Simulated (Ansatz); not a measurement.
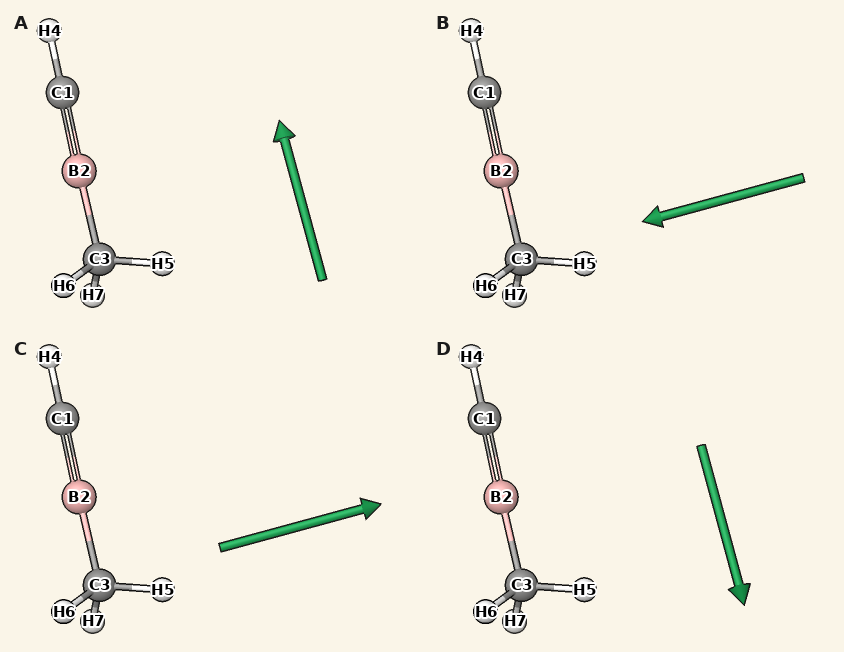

The same molecule four times, each with an arrow. State: neutral, doublet. The computed structure is the end point of a PBE0-D4/def2-TZVP optimisation. No frequency run is at hand to confirm it as a minimum. Method: UKS PBE0-D4/def2-TZVP (Ansatz 0.2.0).

Which arrow points along the dipole moment, from the negative to the positive end?

D. The dipole moment is 1.10 D; it points from the side of H4 to the side of H5, H6, H7 (the outermost atoms at the two ends).
